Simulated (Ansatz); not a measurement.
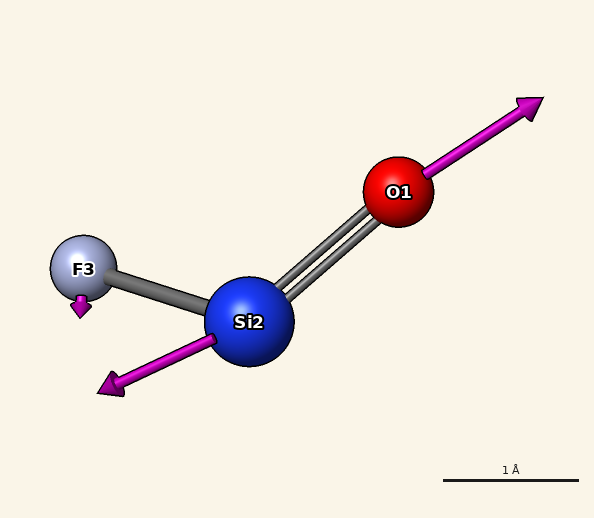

Arrows show the forces on the atoms, 0.5 Å of arrow for 1 eV/Å; forces under a tenth of the largest aren't drawn. The species is neutral and a spin doublet. Level of theory: PBE0-D4/def2-TZVPP (Ansatz 0.2.0).

Q: Which bond do the forces act along most?

A: O1–Si2, now 1.485 Å: the forces push its atoms apart, so a first step downhill lengthens it.

List the force components in the frame of the picture (x right, y up, z towards the viewer), in eV/Å.

```csv
atom,Fx,Fy,Fz
O1,1.77,1.16,0.56
Si2,−1.75,−0.83,−0.70
F3,−0.02,−0.34,0.14
```
